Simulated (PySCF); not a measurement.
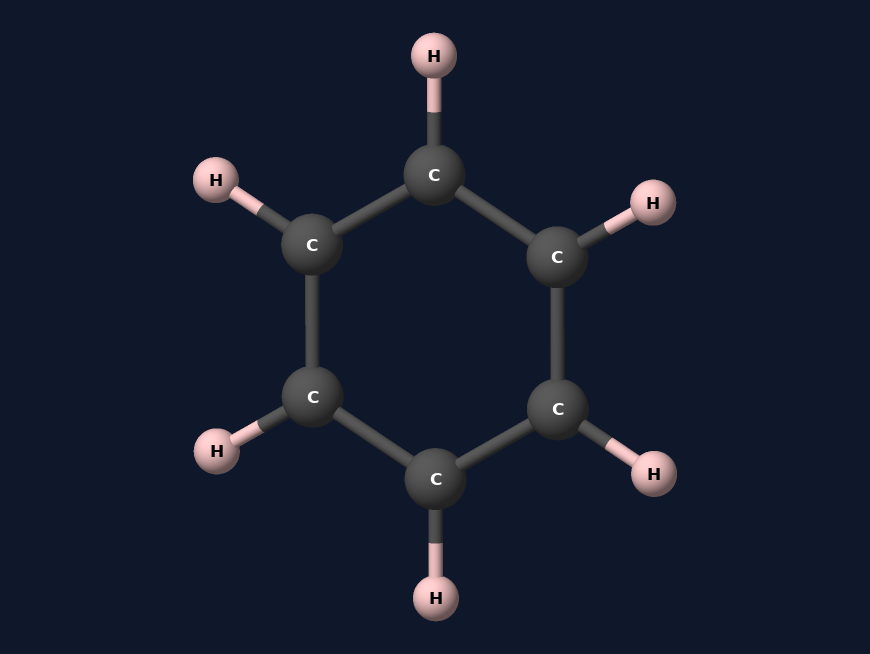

Ball-and-stick drawing of a structure. Every bond is drawn as one stick, whatever its order.

Which formula does it have?

Answer. C6H6, 12 atoms: 6 carbon and 6 hydrogen.

Give a SMILES string for it.

Answer. c1ccccc1

Count the bonded pairs by element.

Answer. 6 C–C, 6 C–H.

What is the point group of this geometry?

Answer. D6h.

The parts below concern this one geometry. Atoms keep their numbers from picture to picture. The geometry was computed by an optimisation with PBE0-D3(BJ)/def2-SVP. No frequency run is at hand to confirm it as a minimum.

**Geometry**

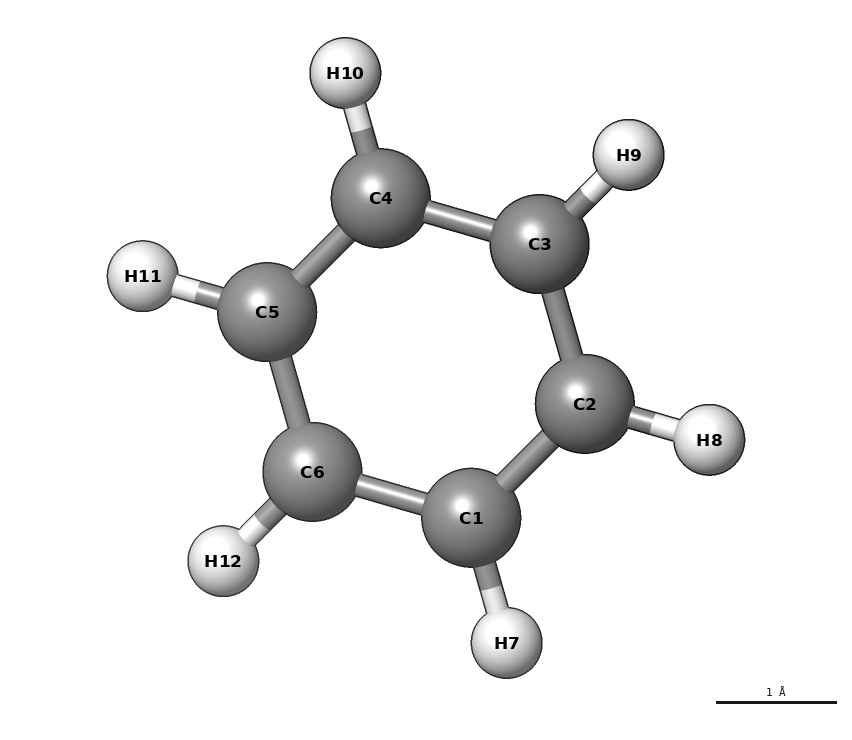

The atoms are numbered. No frequency run is at hand to confirm it as a minimum.

List the bonds and their lengths.

```json
{"bond": "C1–C2", "length (Å)": "1.395", "order": "aromatic"}
{"bond": "C1–C6", "length (Å)": "1.395", "order": "aromatic"}
{"bond": "C1–H7", "length (Å)": "1.093", "order": "single"}
{"bond": "C2–C3", "length (Å)": "1.395", "order": "aromatic"}
{"bond": "C2–H8", "length (Å)": "1.093", "order": "single"}
{"bond": "C3–C4", "length (Å)": "1.395", "order": "aromatic"}
{"bond": "C3–H9", "length (Å)": "1.093", "order": "single"}
{"bond": "C4–C5", "length (Å)": "1.395", "order": "aromatic"}
{"bond": "C4–H10", "length (Å)": "1.093", "order": "single"}
{"bond": "C5–C6", "length (Å)": "1.395", "order": "aromatic"}
{"bond": "C5–H11", "length (Å)": "1.093", "order": "single"}
{"bond": "C6–H12", "length (Å)": "1.093", "order": "single"}
```

**Levels of theory compared**

No frequency run is at hand to confirm it as a minimum. Program: PySCF 2.14.0.

At this fixed geometry, give HOMO–LUMO gap (eV), HOMO energy (eV) at these levels: B3LYP/pcJ-1; PBE/pcSseg-2; PBE0/def2-SVPD; PBE0/pcSseg-1.

```
         level  HOMO–LUMO gap (eV)  HOMO energy (eV)
   B3LYP/pcJ-1                6.70             −7.07
  PBE/pcSseg-2                5.14             −6.34
PBE0/def2-SVPD                7.06             −7.33
 PBE0/pcSseg-1                7.12             −7.33
```

**Charges**

The questions are on Hirshfeld charges. No frequency run is at hand to confirm it as a minimum. Properties computed with PBE0/pcSseg-1, gas phase (PySCF 2.14.0).

Give the Hirshfeld charges atom by atom.

```csv
atom,value (e)
C1,−0.05
C2,−0.05
C3,−0.05
C4,−0.05
C5,−0.05
C6,−0.05
H7,0.05
H8,0.05
H9,0.05
H10,0.05
H11,0.05
H12,0.05
```

**Polarisability**

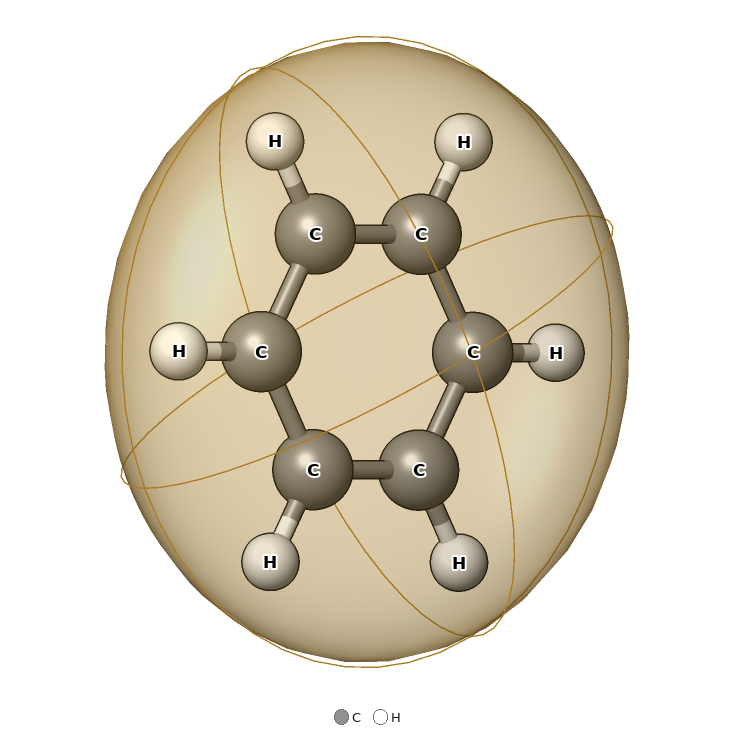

The ellipsoid shows the static dipole polarisability: its half-axes are proportional to the principal values. No frequency run is at hand to confirm it as a minimum. Level of theory: PBE0/def2-SVPD (PySCF 2.14.0).

Give the principal values, the mean and the anisotropy.

Answer. Principal values 42.1, 79.5, 79.5 bohr³; mean 67.0 bohr³ (9.94 Å³); anisotropy 37.5 bohr³, so the longest axis is 1.89 times the shortest.
